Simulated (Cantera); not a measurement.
Input: 1 mol Al2O3, 0.36 mol HCl, held at 0.133 bar.

Cantera equilibrium calculation (NASA polynomials, part measured and part estimated; ideal gas, pure solids and liquids). Candidate condensed phases: Al, AlCl3, Al2O3, H2O; 29 gas species. Condensed phases not in the tables: AlOCl. The numbers say what is thermodynamically allowed, not how fast it happens.

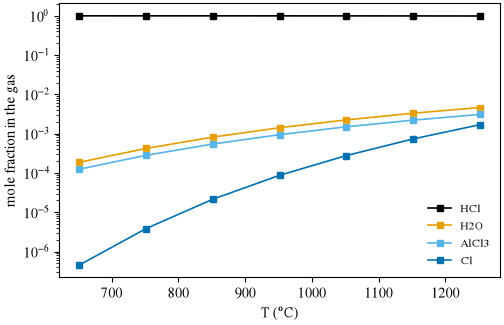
Fig. 1. Equilibrium gas composition (values under 1e-9 drawn at 1e-9)

From 652 °C to 1252 °C the condensed part is Al2O3(s). The main Al-bearing gas is AlCl3 throughout.
